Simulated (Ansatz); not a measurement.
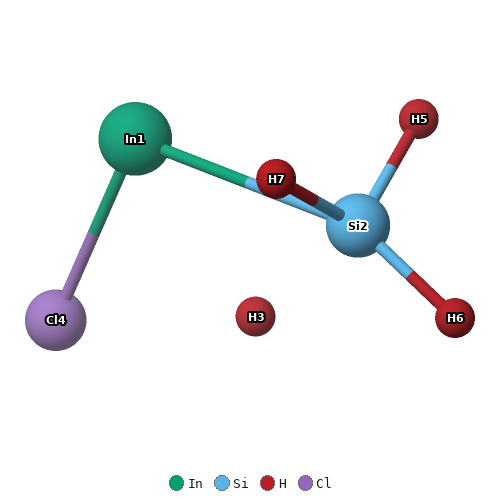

The system is the reacting system ClH₄InSi (fragments HIn + ClH₃Si where the first distance is long, ClIn + H₄Si where the second is long); the picture shows the reference structure. Coordinates scanned: (1) distance Si2–H3 (bond that forms); (2) distance In1–H3 (bond that breaks). Relaxed at each point: all other coordinates. The scan uses a 10 × 10 grid. Points are written as (first, second). Energies are in kJ/mol, from the lowest grid point. Energies and slopes of some neighbouring points disagree (a jump in structure or state, or too coarse a mesh). The reference is spin-restricted, so regions where a bond is pulled apart into radicals lie too high. Computed with Ansatz, RKS PBE0-D4/def2-SVP.

Its coordinates:

```json
{"atom": "In", "x (Å)": "-1.9334", "y (Å)": "-0.5015", "z (Å)": "-0.1701"}
{"atom": "Si", "x (Å)": "0.7884", "y (Å)": "0.6609", "z (Å)": "-0.3082"}
{"atom": "H", "x (Å)": "0.1672", "y (Å)": "-0.7840", "z (Å)": "0.6924"}
{"atom": "Cl", "x (Å)": "-1.8808", "y (Å)": "-2.3898", "z (Å)": "1.4004"}
{"atom": "H", "x (Å)": "0.5907", "y (Å)": "0.3556", "z (Å)": "-1.7513"}
{"atom": "H", "x (Å)": "2.2384", "y (Å)": "0.7889", "z (Å)": "0.0243"}
{"atom": "H", "x (Å)": "0.0295", "y (Å)": "1.8699", "z (Å)": "0.1125"}
```

Range: distance Si2–H3 (bond that forms) from 1.278 to 3.078 Å; distance In1–H3 (bond that breaks) from 1.557 to 2.757 Å.

**Predict the map.**

The lowest grid point is at (1.553 Å, 2.757 Å). It lies in a valley that leaves the map towards separated partners. Other grid points that lie below all their neighbours: (2.593 Å, 1.861 Å) (106 kJ/mol higher). The highest grid point, (2.362 Å, 1.557 Å), lies 263 kJ/mol above the lowest.

| second ↓, first → | 1.278 | 1.393 | 1.553 | 1.734 | 1.931 | 2.141 | 2.362 | 2.593 | 2.832 | 3.078 |
| --- | --- | --- | --- | --- | --- | --- | --- | --- | --- | --- |
| 2.757 | 58 | 10 | 0 | 36 | 87 | 138 | 200 | 207 | 210 | 212 |
| 2.593 | 59 | 12 | 1 | 36 | 85 | 146 | 207 | 182 | 184 | 187 |
| 2.433 | 63 | 14 | 10 | 37 | 85 | 133 | 190 | 158 | 160 | 163 |
| 2.280 | 69 | 20 | 14 | 40 | 86 | 142 | 187 | 137 | 138 | 141 |
| 2.133 | 80 | 30 | 22 | 46 | 91 | 144 | 198 | 120 | 121 | 123 |
| 1.992 | 97 | 45 | 36 | 57 | 99 | 150 | 201 | 109 | 109 | 111 |
| 1.861 | 121 | 67 | 47 | 74 | 113 | 149 | 196 | 106 | 106 | 108 |
| 1.740 | 155 | 98 | 75 | 90 | 135 | 168 | 211 | 115 | 115 | 116 |
| 1.634 | 198 | 139 | 113 | 124 | 166 | 206 | 246 | 136 | 135 | 136 |
| 1.557 | 242 | 180 | 152 | 160 | 199 | 226 | 263 | 163 | 162 | 163 |

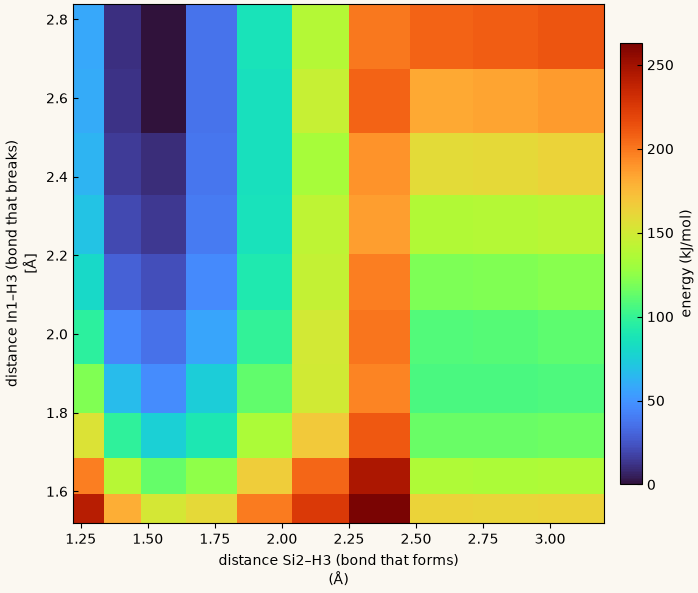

In the figure: one coloured cell a grid point.

Time for the 100 points that were run: 23 min on 1 thread of Arm Neoverse V2 (shared host).
